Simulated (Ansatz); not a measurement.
# F on a Mo(111) slab cut from the Im-3m phase: a probe moved over the surface at fixed height, part 2 of 2

How does the energy of F on a Mo(111) slab cut from the Im-3m phase (6 atoms of substrate and one adsorbate in a 1 × 1 cell) change over two coordinates at once? A grid of runs gives the map.

Ansatz 0.2.0; DFT PBE+D3(BJ), scalar-relativistic, plane waves, PAW.

**7. The run at (4/9, 8/9) of the map's two axes**

The COD entry's cell or inner coordinates are ideal or old and differ from later refinements, so a difference from it is no clean test against experiment.

Contents of input.yaml:

```yaml
crystal:
  lattice:
    - [4.4268425262, 0.0, 0.0]
    - [-2.2134212631, 3.8337580862, 0.0]
    - [0.0, 0.0, 21.6689391331]
  atoms:
    - { symbol: Mo, position: [0.6666666667, 0.3333333333, 0.1845960236] }
    - { symbol: Mo, position: [0.3333333333, 0.6666666667, 0.2262974396] }
    - { symbol: Mo, position: [0.0, 0.0, 0.2679988557] }
    - { symbol: Mo, position: [0.6666666667, 0.3333333333, 0.3077476805] }
    - { symbol: Mo, position: [0.3333333333, 0.6666666667, 0.344966729] }
    - { symbol: Mo, position: [0.0, 0.0, 0.3816033209] }
    - { symbol: F, position: [0.4444444444, 0.8888888889, 0.5246652392] }
basis:
  ecutwfc: 420
kpoints:
  mp_grid: { grid: [6, 6, 1] }
hamiltonian:
  xc: pbe
  pseudopotentials: { kind: paw, azcp: { folder: soft_1 } }
  dispersion: d3bj
scf:
  occupations: { method: gaussian, width: 0.1 }
output:
  forces: true
  eigenvalues: true
efield:
  axis: 3
  dipole_correction: true
  ramp_width: 0.04
```

Command:

```
$ ansatz run input.yaml --threads 1 --pin off --max-ram 3072MiB --backend cpu --events-out ev --progress --plain --runs-dir out
```

The program printed, shortened:

```text
Warning: RAYON_NUM_THREADS=1 ignored (pool sized by the plan → 1); use --threads N
[...]
Pseudopotentials: kind: paw
Pseudopotential: Mo, paw, valence charge 14, recommended cutoff 420 eV (normal), <dir>
Pseudopotential: F, paw, valence charge 7, recommended cutoff 420 eV (normal), <dir>
Functional definition: PBE
[...]
Crystal: 7 atoms, lattice volume = 367.753 Å³
Basis set: ecut = 420 eV, 7219 PW (Γ), exchange–correlation on 60×60×300 points (8 copies of the dense FFT grid, shifted against one another)
Bands: 55, of which v1, the nominal top of the filled ones, is band 46 counted from 1 (45 counted from 0)
Symmetry: 2 space group operations
Space group: Cm (ITA 8), of the structure as read, at distance tolerance 7.2e-5 Å
k-points: 13 of 36 (time reversal used)
[...]
SCF iter   1: F=—  HF=-30547.146085 eV  |F-HF|=—  |Δ(HF+E_count)|=         —  Δρ=6.92e-2  dr2=4.58e1  ethr=3.10e-3  p=0.000 e·Å  D=9.27e-7 V/Å  ΔV_dip=-0.00 eV  dr2_dipole=9.55e0  V_vac-E_F(+/−)=6.19/6.19 eV  ⟨swp⟩=9.7  Hψ=3500  notcnv=0
[...]
WARN: dispersion: an atom stands within reach of a switch of its C6 between two reference coordination numbers of its element: through that C6 alone, e_disp changes by 0.025 eV or more while the distances to its neighbours run over a stretch of 0.05 Å that contains this geometry (sites [...]
SCF converged after 31 iterations
Free energy (F): -30537.913227 eV
[...]
E sigma→0 (E₀):  -30537.875591 eV
Entropy (-TS):   -0.075272 eV (-10.753 meV/atom)
Fermi energy:    0.471248 eV
Dipole field:    D = -0.305706 V/Å  (p = -0.621295 e·Å, saw-weighted, corrected)
Work function:   Φ+ = 10.1844 eV   Φ− = 3.5600 eV
Levels:          The Fermi level and band energies are counted from a zero that moves with the ramp; work functions are not
[...]
--- Forces (eV/Å), atoms counted from 1 ---
  atom   1  Mo     0.00000000    -0.00185429     1.45562293
  atom   2  Mo     0.00000000     0.00102583    -0.20166911
  atom   3  Mo     0.00000000     0.02007072    -1.26771805
  atom   4  Mo     0.00000000    -0.00037526    -0.44739275
  atom   5  Mo     0.00000000     0.02762289     0.09570189
  atom   6  Mo     0.00000000    -0.01924513     1.66365972
  atom   7  F      0.00000000    -0.02724576    -1.29825901
[...]
--- Band table (eV; the first three rows and the last of 13) ---
[...]
```

Run time: 25 s. Hardware: 1 thread of Intel Xeon 6975P-C (Granite Rapids), shared host; peak memory 0.62 GiB.

From the log: work function 10.18 eV (top face), 3.56 eV (bottom face); dipole along +c -0.621 e·Å per cell.

**8. Point (2/9, 1/9) of the map's two axes**

input.yaml: that of step 7 with these lines changed.

```diff
@@ -12,3 +12,3 @@
     - { symbol: Mo, position: [0.0, 0.0, 0.3816033209] }
-    - { symbol: F, position: [0.4444444444, 0.8888888889, 0.5246652392] }
+    - { symbol: F, position: [0.2222222222, 0.1111111111, 0.5246652392] }
 basis:
```

Command:

```
$ ansatz run input.yaml --threads 1 --pin off --max-ram 3072MiB --backend cpu --events-out ev --progress --plain --runs-dir out
```

The program printed, shortened:

```text
Warning: RAYON_NUM_THREADS=1 ignored (pool sized by the plan → 1); use --threads N
[...]
Pseudopotentials: kind: paw
Pseudopotential: Mo, paw, valence charge 14, recommended cutoff 420 eV (normal), <dir>
Pseudopotential: F, paw, valence charge 7, recommended cutoff 420 eV (normal), <dir>
Functional definition: PBE
[...]
Crystal: 7 atoms, lattice volume = 367.753 Å³
Basis set: ecut = 420 eV, 7219 PW (Γ), exchange–correlation on 60×60×300 points (8 copies of the dense FFT grid, shifted against one another)
Bands: 55, of which v1, the nominal top of the filled ones, is band 46 counted from 1 (45 counted from 0)
Symmetry: 2 space group operations
Space group: Cm (ITA 8), of the structure as read, at distance tolerance 7.2e-5 Å
k-points: 13 of 36 (time reversal used)
[...]
SCF iter   1: F=—  HF=-30547.204914 eV  |F-HF|=—  |Δ(HF+E_count)|=         —  Δρ=6.89e-2  dr2=4.54e1  ethr=3.10e-3  p=0.000 e·Å  D=9.27e-7 V/Å  ΔV_dip=-0.00 eV  dr2_dipole=9.50e0  V_vac-E_F(+/−)=6.19/6.19 eV  ⟨swp⟩=9.5  Hψ=3434  notcnv=0
[...]
WARN: dispersion: an atom stands within reach of a switch of its C6 between two reference coordination numbers of its element: through that C6 alone, e_disp changes by 0.025 eV or more while the distances to its neighbours run over a stretch of 0.05 Å that contains this geometry (sites [...]
SCF converged after 24 iterations
Free energy (F): -30538.097394 eV
[...]
E sigma→0 (E₀):  -30538.060948 eV
Entropy (-TS):   -0.072892 eV (-10.413 meV/atom)
Fermi energy:    0.429972 eV
Dipole field:    D = -0.311280 V/Å  (p = -0.632625 e·Å, saw-weighted, corrected)
Work function:   Φ+ = 10.2873 eV   Φ− = 3.5421 eV
Levels:          The Fermi level and band energies are counted from a zero that moves with the ramp; work functions are not
[...]
--- Forces (eV/Å), atoms counted from 1 ---
  atom   1  Mo     0.00244061     0.00140909     1.45377050
  atom   2  Mo    -0.00585110    -0.00337813    -0.15353905
  atom   3  Mo     0.03056988     0.01764953    -1.41279382
  atom   4  Mo    -0.03088080    -0.01782904    -0.50778955
  atom   5  Mo    -0.01926879    -0.01112484    -0.00437910
  atom   6  Mo     0.22548832     0.13018574     2.31186907
  atom   7  F     -0.20250062    -0.11691379    -1.68714094
[...]
--- Band table (eV; the first three rows and the last of 13) ---
[...]
```

It took 20 s on 1 thread of Intel Xeon 6975P-C (Granite Rapids), shared host; peak memory 0.61 GiB.

This gives work function 10.29 eV (top face), 3.54 eV (bottom face); dipole along +c -0.633 e·Å per cell.

**9. Point (4/9, 1/9) of the map's two axes**

input.yaml: that of step 8 with these lines changed.

```diff
@@ -12,3 +12,3 @@
     - { symbol: Mo, position: [0.0, 0.0, 0.3816033209] }
-    - { symbol: F, position: [0.2222222222, 0.1111111111, 0.5246652392] }
+    - { symbol: F, position: [0.4444444444, 0.1111111111, 0.5246652392] }
 basis:
```

Command:

```
$ ansatz run input.yaml --threads 1 --pin off --max-ram 3072MiB --backend cpu --events-out ev --progress --plain --runs-dir out
```

The program printed, shortened:

```text
[...]
SCF converged after 25 iterations
Free energy (F): -30537.894439 eV
[...]
E sigma→0 (E₀):  -30537.856172 eV
Entropy (-TS):   -0.076533 eV (-10.933 meV/atom)
Fermi energy:    0.461990 eV
Dipole field:    D = -0.306809 V/Å  (p = -0.623537 e·Å, saw-weighted, corrected)
Work function:   Φ+ = 10.2094 eV   Φ− = 3.5612 eV
Levels:          The Fermi level and band energies are counted from a zero that moves with the ramp; work functions are not
[...]
--- Forces (eV/Å), atoms counted from 1 ---
  atom   1  Mo     0.00093853    -0.00072097     1.45498239
  atom   2  Mo    -0.00530930    -0.00015095    -0.17201106
  atom   3  Mo     0.02006052     0.02530970    -1.29387549
  atom   4  Mo    -0.02139568    -0.01533847    -0.46629649
  atom   5  Mo    -0.01708807     0.00766429    -0.01908226
  atom   6  Mo     0.16524005     0.07636574     1.76324267
  atom   7  F     -0.14244601    -0.09312976    -1.26694349
[...]
--- Band table (eV; the first three rows and the last of 20) ---
[...]
```

Run time: 32 s. Hardware: 1 thread of Intel Xeon 6975P-C (Granite Rapids), shared host; peak memory 0.68 GiB.

This gives work function 10.21 eV (top face), 3.56 eV (bottom face); dipole along +c -0.624 e·Å per cell.

**10. Grid point (6/9, 3/9) of the map's two axes**

input.yaml: that of step 9 with these lines changed.

```diff
@@ -12,3 +12,3 @@
     - { symbol: Mo, position: [0.0, 0.0, 0.3816033209] }
-    - { symbol: F, position: [0.4444444444, 0.1111111111, 0.5246652392] }
+    - { symbol: F, position: [0.6666666667, 0.3333333333, 0.5246652392] }
 basis:
```

Command:

```
$ ansatz run input.yaml --threads 1 --pin off --max-ram 3072MiB --backend cpu --events-out ev --progress --plain --runs-dir out
```

The program printed, shortened:

```text
[...]
SCF converged after 23 iterations
Free energy (F): -30537.806600 eV
[...]
E sigma→0 (E₀):  -30537.767901 eV
Entropy (-TS):   -0.077399 eV (-11.057 meV/atom)
Fermi energy:    0.469171 eV
Dipole field:    D = -0.305490 V/Å  (p = -0.620857 e·Å, saw-weighted, corrected)
Work function:   Φ+ = 10.1909 eV   Φ− = 3.5712 eV
Levels:          The Fermi level and band energies are counted from a zero that moves with the ramp; work functions are not
[...]
--- Forces (eV/Å), atoms counted from 1 ---
  atom   1  Mo     0.00000000    -0.00000000     1.45661730
  atom   2  Mo    -0.00000000     0.00000000    -0.16839003
  atom   3  Mo    -0.00000000     0.00000000    -1.26267188
  atom   4  Mo    -0.00000000    -0.00000000    -0.46333117
  atom   5  Mo     0.00000000    -0.00000000    -0.06460354
  atom   6  Mo     0.00000000     0.00000000     1.60105013
  atom   7  F     -0.00000000    -0.00000000    -1.09863804
[...]
--- Band table (eV; the first three rows and the last of 7) ---
[...]
```

It took 11 s on 1 thread of Intel Xeon 6975P-C (Granite Rapids), shared host; peak memory 0.55 GiB.

This gives work function 10.19 eV (top face), 3.57 eV (bottom face); dipole along +c -0.621 e·Å per cell.

**11. The map**

19 points were computed, 62 more follow by symmetry. Energies in meV, from the lowest computed point:

```csv
"position of F7 along the second surface vector, from above Mo6 ↓, position of F7 along the first surface vector, from above Mo6 →",0/9,1/9,2/9,3/9,4/9,5/9,6/9,7/9,8/9
8/9,39,100,190,267,296,267,190,100,39
7/9,135,190,250,287,287,250,190,135,112
6/9,240,267,287,294,287,267,240,221,221
5/9,307,296,287,287,296,307,315,317,315
4/9,307,267,250,267,307,351,378,378,351
3/9,240,190,190,240,315,378,403,378,315
2/9,135,100,135,221,317,378,378,317,221
1/9,39,39,112,221,315,351,315,221,112
0/9,0,39,135,240,307,307,240,135,39
```

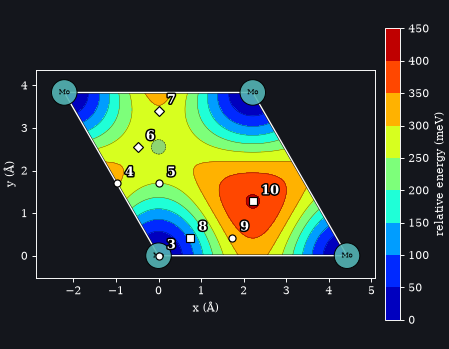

The map; numbers mark the steps of this session that print a point's run. The picture shows filled contours, labelled circles for the atoms of the top layer and small dashed ones for the second layer, the outline of one cell of the plane.

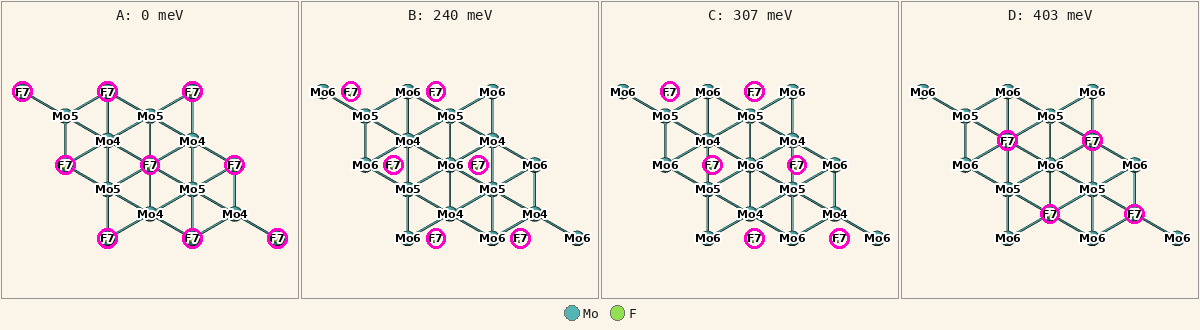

Structures on the grid, at one scale: A at (0/9, 0/9) of the map's two axes; B at (3/9, 0/9) of the map's two axes; C at (5/9, 0/9) of the map's two axes; D at (6/9, 3/9) of the map's two axes. Rings mark the moved atoms.

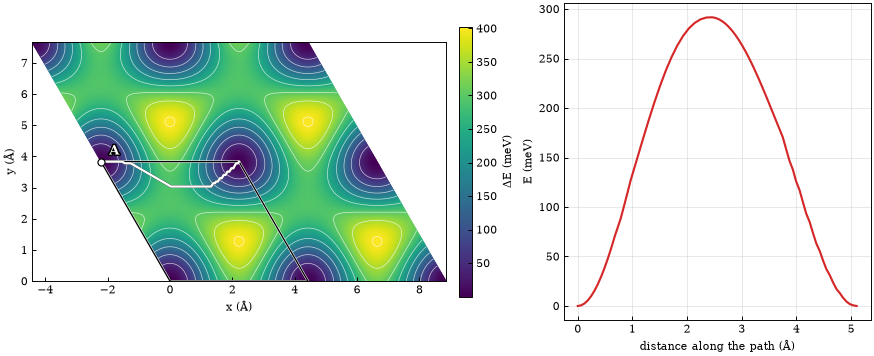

The easiest path on the interpolated surface, from A. Drawn: a smooth colour map, a line along the lowest path, the outline of one cell of the 2 × 2 shown, the energy along the path at the right. Between grid points the surface is interpolated.

**12. Summary of results**

This closing draws on all 2 parts.

| quantity | value |
| --- | --- |
| lowest point | the top site over a surface Mo atom, (0/9, 0/9) of the map's two axes |
| highest computed point | (6/9, 3/9) of the map's two axes, 403 meV above the lowest |
| time for all points | 8.2 min on 1 thread, shared host |

What this shows: The lowest computed point is at the top site over a surface Mo atom, (0/9, 0/9) of the map's two axes. The grid shows no other well, apart from its symmetry copies. The highest computed point, a threefold hollow over a third-layer Mo atom, (6/9, 3/9) of the map's two axes, lies 403 meV above the lowest. On the interpolated surface the easiest way out of the lowest well to its copy in the next cell or period passes a barrier of about 290 meV. The runs have no spin polarisation, so an open-shell adsorbate far from the surface lies too high. The runs have no spin polarisation; a magnetic state may lie lower. The host is rigid and the atom is kept to this plane, so wells and barriers of the map are not those of diffusion. The log warns that the dispersion term switches its coefficients with the atoms' coordination near these geometries, so kinks or extra dips may come from it and not from the bonding. Spin polarisation is off in the runs that give these values; a magnetic solution could lie lower.
